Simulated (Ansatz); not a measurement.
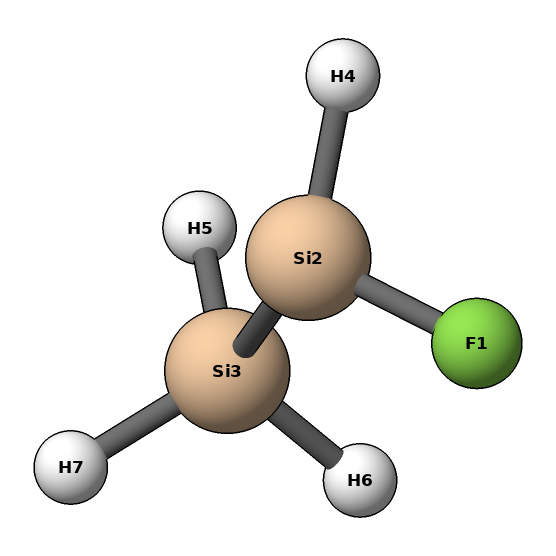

The questions are on Mulliken charges. Charge 0, doublet. Geometry: relaxed with PBE0-D4/def2-TZVP with one coordinate held away from its value at the minimum. Level of theory: UKS PBE0-D4/def2-TZVP (Ansatz 0.2.0).

Which atom carries the highest charge (most positive or least negative)?

Si2 (0.31 e).

And the lowest?

F1 (−0.30 e).

List the Mulliken charges.

```
atom  value (e)
  F1      −0.30
 Si2       0.31
 Si3       0.00
  H4      −0.01
  H5       0.00
  H6       0.00
  H7       0.00
```

Mulliken values depend strongly on the basis set and can even reverse the polarity of a bond.
